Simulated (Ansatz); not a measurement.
BH$_{9}$Si$_{3}$

The calculation's input:

```
crystal:
  periodic: [false, false, false]
  atoms:
    - {symbol: B, position_ang: [-0.000050, 0.001913, 0.010372]}
    - {symbol: Si, position_ang: [2.008454, 0.048788, -0.009688]}
    - {symbol: H, position_ang: [2.636814, 1.405002, 0.057682]}
    - {symbol: H, position_ang: [2.478043, -0.624286, -1.267066]}
    - {symbol: H, position_ang: [2.521296, -0.764019, 1.143147]}
    - {symbol: Si, position_ang: [-1.047326, 1.715972, 0.027258]}
    - {symbol: H, position_ang: [-0.534620, 2.620288, 1.108419]}
    - {symbol: H, position_ang: [-2.528934, 1.581438, 0.187675]}
    - {symbol: H, position_ang: [-0.781674, 2.399840, -1.283978]}
    - {symbol: Si, position_ang: [-0.960271, -1.762648, -0.004716]}
    - {symbol: H, position_ang: [-0.097007, -2.980880, -0.102879]}
    - {symbol: H, position_ang: [-1.945333, -1.790597, -1.136262]}
    - {symbol: H, position_ang: [-1.749382, -1.850791, 1.270037]}
basis:
  gaussian: {orbitals: def2-TZVP, initial_orbitals: start.molden}
hamiltonian: {xc: pbe0, dispersion: d4}
scf: {omitted_lower_state_checks: [starts]}
output: {forces: true, orbitals: {seedname: orbitals}}
```

Command:

```sh
ansatz run in.yaml --threads 2 --pin off --events-out ev --progress --plain --max-ram 20480MiB --backend cpu
```

Geometry: r2SCAN-D4/def2-SVP.

Computed with Ansatz, RKS PBE0-D4/def2-TZVP.

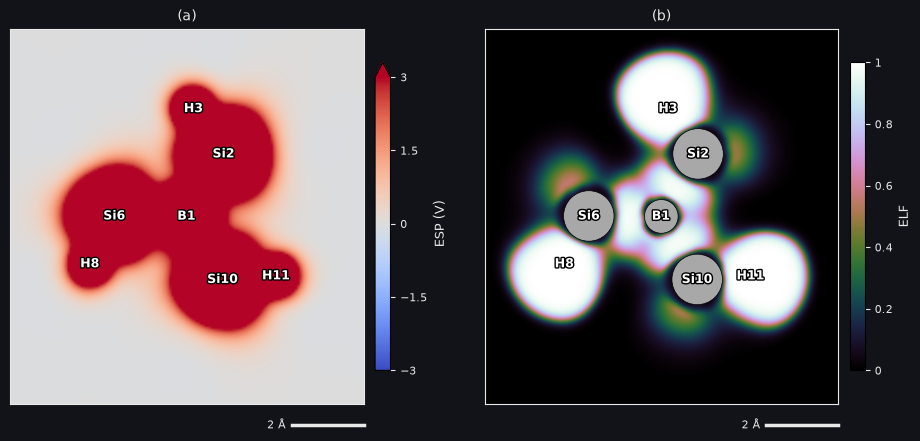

Figure 1. (a) molecular electrostatic potential; (b) ELF on the plane of atoms Si2, B1 and Si6. Grey discs cover the atomic cores in the ELF map.

Question: What do the fields say about this system?

Answer: Atoms in the plane: B, Si and H.
Si–B (2.01 Å): the ELF peaks at about 1 between the atoms, as expected for a shared electron pair.
Si–H (1.50 Å): the ELF climbs to about 1 towards the hydrogen, as it does in any bond to H.
The potential has no marked negative region in this plane.

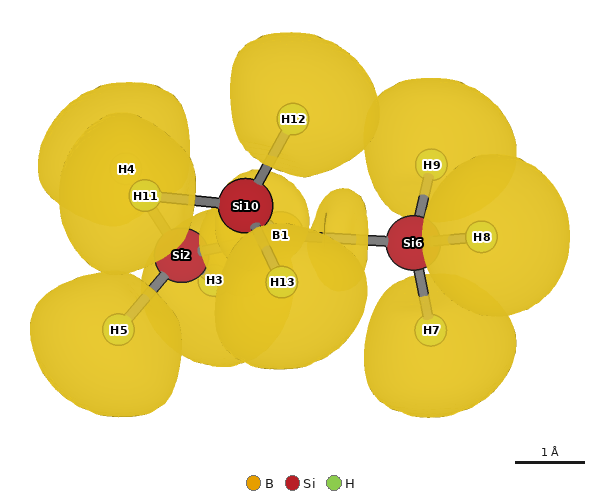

Figure 2. Isosurface of the electron localisation function at 0.85 (yellow), seen from one side. Core shells and regions of very low density are left out.

Question: Identify the bonds, lone pairs and shells in this picture.

Answer: The surface consists of three regions between bonded B–Si atoms (shared pairs) and nine regions around hydrogen nuclei.

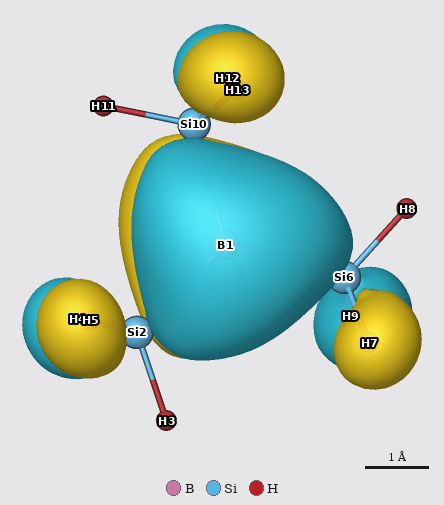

Figure 3. The LUMO at ±0.06 Å⁻³ᐟ² (yellow and cyan are the two phases), seen across its widest extent.

Question: Describe this orbital and give its energy.

Answer: Its weight (Hirshfeld) is mainly on B1 (about 50 %), Si2 (about 10 %) and Si10 (about 10 %). Its energy is −3.25 eV.
